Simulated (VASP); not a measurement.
Band structure of Mg (space group P6_3/mmc). Calculation: PBEsol GGA, VASP's PBE PAW potentials (set 64) (plane waves; VASP).

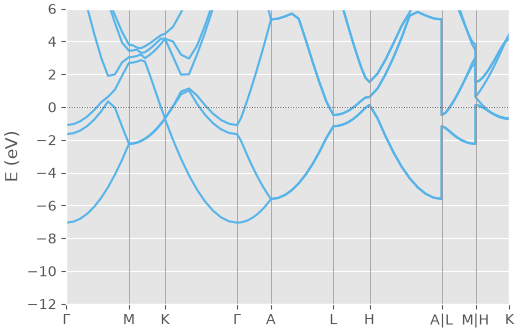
Figure. Bands along high-symmetry lines, zero at the valence-band maximum or, without a gap, the Fermi level

Q: Read the plot: is there a gap, and where are the band edges?

A: It has no gap at this level: it comes out as a metal or semimetal. (Edges off the drawn lines would not show.)

The structure comes from a measured Mg entry (P6_3/mmc) of the Crystallography Open Database, whose conditions weren't checked. It was relaxed first.
